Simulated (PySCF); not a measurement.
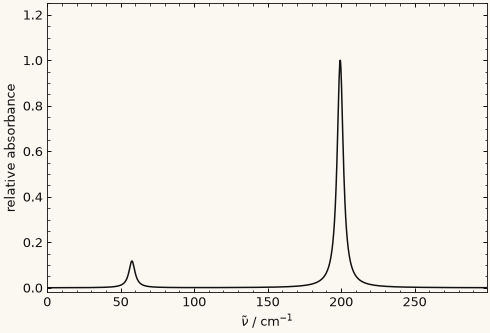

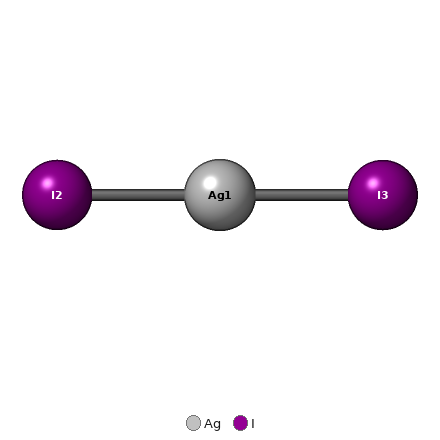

Infrared spectrum of AgI₂⁻, singlet (point group D∞h). Unscaled harmonic wavenumbers and double-harmonic intensities, B3LYP/def2-SVPD (ECP) in PySCF 2.14.0, isolated molecule. The structure is the lowest point that the starts tried gave, with the shape that electron-pair counting expects. Degenerate modes count as one line, with their intensities summed. Lorentzian lines of 5 cm⁻¹ full width. Close modes add up in the curve.

Which modes are missing from the spectrum (below 0.05 km/mol)?

Answer. 113.5 cm⁻¹ (σg+).

List the modes.

Answer.
```csv
cm⁻¹,km/mol,symmetry
57.7,3.2,πu (×2)
113.5,0.0,σg+
199.4,27.4,σu+
```

Known limits of this run: closed-shell stability not tested; double-zeta basis on some or all atoms.
